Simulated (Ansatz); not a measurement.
# AsH₂ (doublet): B2PLYP, RPA-PBE over a scan of the scale of all distances, cc-pVDZ, part 2 of 2

Ansatz 0.2.0, Gaussian basis; cc-pVDZ, all electrons in the functionals, frozen cores in the correlation of double hybrids and RPA.

**14. RPA-PBE, 1.496**

Contents of in.yaml:

```yaml
crystal:
  periodic: [false, false, false]
  atoms:
    - {symbol: As, position_ang: [0.000000, -0.042043, 0.000000]}
    - {symbol: H, position_ang: [0.000000, 1.562572, -1.624501]}
    - {symbol: H, position_ang: [0.000000, 1.562561, 1.624512]}
basis:
  gaussian: {orbitals: cc-pVDZ}
magnetization: {spin_polarized: true, initial_magnetization: 1}
hamiltonian: {xc: {name: PBE}}
correlation: {method: rpa, electrons: outside_noble_gas}
```

Started as:

```sh
$ ansatz run in.yaml --threads 1 --pin off --events-out ev --progress --plain --max-ram 2393MiB
```

Log, cut to the lines that bear on the results:

```text
Functional definition: PBE
  name "PBE"
  cite "Perdew, Burke & Ernzerhof, Phys. Rev. Lett. 77, 3865 (1996) doi:10.1103/PhysRevLett.77.3865"
  parent pbe
[...]
416 factors; integrals over basis functions are off by at most 1.2e-3 eV
[...]
mean field -60859.31996281 eV, -2236.5387567044 hartree, gradient 7.6e-6 eV, S^2 0.812651; 4 other end points of the search recorded, 0 dependent functions left out
14 core orbitals not correlated: weight in the atoms' cores, before any rotation towards them, 1.000 or more for the frozen orbitals, at most 0.000 for the correlated occupied ones
reference -60820.96889323 eV, -2235.1293808926 hartree; 4, 3 occupied and 19, 20 virtual orbitals, 416 factors
Total energy: -60827.55448537 eV, -2235.3713969403 hartree
```

Wall time 1.4 s (1 thread of Arm Neoverse V1, shared host).

From the report: ⟨S²⟩ of the determinant 0.813 (pure doublet: 0.75).

From 1.000: +79.7 kcal/mol.

**15. RPA-PBE, 1.760**

Contents of in.yaml:

```yaml
crystal:
  periodic: [false, false, false]
  atoms:
    - {symbol: As, position_ang: [0.000000, -0.049463, 0.000000]}
    - {symbol: H, position_ang: [0.000000, 1.838320, -1.911178]}
    - {symbol: H, position_ang: [0.000000, 1.838307, 1.911190]}
basis:
  gaussian: {orbitals: cc-pVDZ}
magnetization: {spin_polarized: true, initial_magnetization: 1}
hamiltonian: {xc: {name: PBE}}
correlation: {method: rpa, electrons: outside_noble_gas}
```

The command is unchanged.

Log, cut to the lines that bear on the results:

```text
Functional definition: PBE
  name "PBE"
  cite "Perdew, Burke & Ernzerhof, Phys. Rev. Lett. 77, 3865 (1996) doi:10.1103/PhysRevLett.77.3865"
  parent pbe
[...]
417 factors; integrals over basis functions are off by at most 5.0e-4 eV
[...]
mean field -60857.64722144 eV, -2236.4772845930 hartree, gradient 6.7e-6 eV, S^2 1.726758; 4 other end points of the search recorded, 0 dependent functions left out
14 core orbitals not correlated: weight in the atoms' cores, before any rotation towards them, 1.000 or more for the frozen orbitals, at most 0.000 for the correlated occupied ones
reference -60820.72377759 eV, -2235.1203730590 hartree; 4, 3 occupied and 19, 20 virtual orbitals, 417 factors
Total energy: -60825.87070123 eV, -2235.3095190141 hartree
```

Run time: 2.1 s. Hardware: 1 thread of Arm Neoverse V1, shared host.

From the report: ⟨S²⟩ of the determinant 1.727 (pure doublet: 0.75). The determinant is far from a pure spin state, so its energy mixes those of several spin states (harmless only where they are near-degenerate, as at dissociation).

From 1.000: +118.6 kcal/mol.

**16. RPA-PBE, 1.999**

Contents of in.yaml:

```yaml
crystal:
  periodic: [false, false, false]
  atoms:
    - {symbol: As, position_ang: [0.000000, -0.056179, 0.000000]}
    - {symbol: H, position_ang: [0.000000, 2.087956, -2.170707]}
    - {symbol: H, position_ang: [0.000000, 2.087940, 2.170721]}
basis:
  gaussian: {orbitals: cc-pVDZ}
magnetization: {spin_polarized: true, initial_magnetization: 1}
hamiltonian: {xc: {name: PBE}}
correlation: {method: rpa, electrons: outside_noble_gas}
```

The command is unchanged.

Log, cut to the lines that bear on the results:

```text
Functional definition: PBE
  name "PBE"
  cite "Perdew, Burke & Ernzerhof, Phys. Rev. Lett. 77, 3865 (1996) doi:10.1103/PhysRevLett.77.3865"
  parent pbe
[...]
419 factors; integrals over basis functions are off by at most 2.2e-4 eV
[...]
mean field -60857.02631204 eV, -2236.4544665934 hartree, gradient 2.2e-6 eV, S^2 2.387013; 5 other end points of the search recorded, 0 dependent functions left out
14 core orbitals not correlated: weight in the atoms' cores, before any rotation towards them, 1.000 or more for the frozen orbitals, at most 0.000 for the correlated occupied ones
reference -60821.37796324 eV, -2235.1444139382 hartree; 4, 3 occupied and 19, 20 virtual orbitals, 419 factors
Total energy: -60825.43260204 eV, -2235.2934191659 hartree
```

Run time: 4.3 s. Hardware: 1 thread of Arm Neoverse V1, shared host.

From the report: ⟨S²⟩ of the determinant 2.387 (pure doublet: 0.75). The determinant is far from a pure spin state, so its energy mixes those of several spin states (harmless only where they are near-degenerate, as at dissociation).

From 1.000: +128.7 kcal/mol.

**17. RPA-PBE, 2.356**

Contents of in.yaml:

```yaml
crystal:
  periodic: [false, false, false]
  atoms:
    - {symbol: As, position_ang: [0.000000, -0.066212, 0.000000]}
    - {symbol: H, position_ang: [0.000000, 2.460842, -2.558372]}
    - {symbol: H, position_ang: [0.000000, 2.460824, 2.558389]}
basis:
  gaussian: {orbitals: cc-pVDZ}
magnetization: {spin_polarized: true, initial_magnetization: 1}
hamiltonian: {xc: {name: PBE}}
correlation: {method: rpa, electrons: outside_noble_gas}
```

Launched as before.

Log, cut to the lines that bear on the results:

```text
Functional definition: PBE
  name "PBE"
  cite "Perdew, Burke & Ernzerhof, Phys. Rev. Lett. 77, 3865 (1996) doi:10.1103/PhysRevLett.77.3865"
  parent pbe
[...]
419 factors; integrals over basis functions are off by at most 2.2e-4 eV
[...]
mean field -60856.74878112 eV, -2236.4442675204 hartree, gradient 1.7e-6 eV, S^2 2.681087; 2 other end points of the search recorded, 0 dependent functions left out
14 core orbitals not correlated: weight in the atoms' cores, before any rotation towards them, 1.000 or more for the frozen orbitals, at most 0.000 for the correlated occupied ones
reference -60821.65656264 eV, -2235.1546522774 hartree; 4, 3 occupied and 19, 20 virtual orbitals, 419 factors
Total energy: -60825.37455009 eV, -2235.2912857961 hartree
```

Run time: 2.7 s. Hardware: 1 thread of Arm Neoverse V1, shared host.

From the report: ⟨S²⟩ of the determinant 2.681 (pure doublet: 0.75). The determinant is far from a pure spin state, so its energy mixes those of several spin states (harmless only where they are near-degenerate, as at dissociation).

From 1.000: +130.0 kcal/mol.

**18. Against the wave-function levels**

The yardstick is full CI for this spin, exact in this basis with these frozen cores. It comes from earlier runs at the same points. Energies in kcal/mol, counted from 1.000; blanks weren't run or aren't comparable.

```
  level  0.896  1.000  1.133  1.299  1.496  1.760  1.999  2.356
    FCI   14.8    0.0   11.2   41.6   77.3  108.1  119.8  124.9
 B2PLYP   14.2    0.0   12.0   44.9   88.4  118.9  128.7  133.6
RPA-PBE   15.6    0.0   10.5   41.0   79.7  118.6  128.7  130.0
```

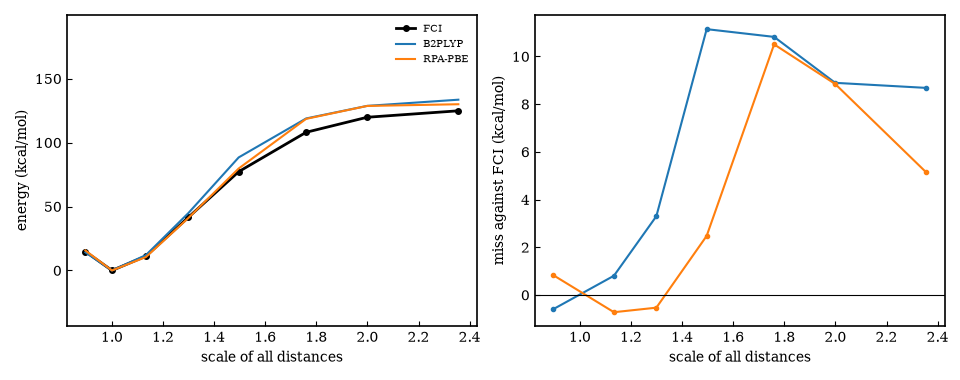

Left: the curves (the axis may cut off levels that run far away). Right: misses against FCI, in the same colours.

Largest miss and mean time a point (FCI took 55 s a point; shared hosts):

```
  level  largest miss (kcal/mol)  where  time a point
 B2PLYP                    +11.1  1.496         3.4 s
RPA-PBE                    +10.5  1.760         1.8 s
```

**19. Results**

What follows sums up all 2 parts.

| quantity | value |
| --- | --- |
| span of the FCI curve | 124.9 kcal/mol |
| largest miss, B2PLYP | +11.1 kcal/mol (1.496) |
| largest miss, RPA-PBE | +10.5 kcal/mol (1.760) |

**Reading.** Of the functionals, RPA-PBE keep the smallest largest miss at the points compared (at most 10.5 kcal/mol) and B2PLYP strays most (11.1 kcal/mol, at 1.496). B2PLYP, RPA-PBE clearly break the spin symmetry at some points (⟨S²⟩ up to 1.96 above the pure value), so energy there is bought with a mixed spin. Functionals and the yardstick converge differently with the basis, so part of each miss in cc-pVDZ is the basis.
